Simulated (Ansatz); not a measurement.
Level of theory: PBE (plane waves to 420 eV, PAW; Ansatz, a first-principles code).

Host crystal: corundum, with a band gap (PBE, scalar-relativistic without spin-orbit coupling).

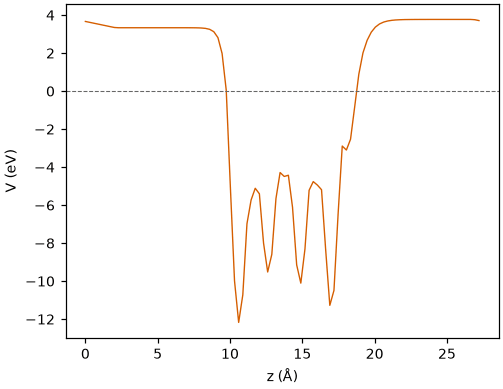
*Planar average of the electrostatic potential across the slab, in eV from the Fermi level, for Li on the 1x1 (0001) surface of corundum (cut with top plane Al), one in a 1x1 cell, started at the site 'bridge O-O (span 2.6 Å)'*

Model: 21-atom slab, 6.7 Å thick at the start under the adsorbate (thin: gaps and levels are the slab's own), 6x6x1 mesh, Fermi-Dirac 0.01 eV, dipole correction, 9 atoms held, the rest relaxed; no symmetry held; spin-polarised, ending with about 0.1 μB a cell, a value that depends on the mesh; orders that need a larger cell were not tried, no spin-orbit, no U, no dispersion correction. The slab shows no gap over 0.04 eV on its mesh. At the end it is bonded to 4 Al + 3 O. In PBE it is, or lies within 0.03 eV of, the lowest of the starts that converged.

The vacuum level lies 3.78 eV above the Fermi level over the top face and 3.34 eV above it under the bottom face.
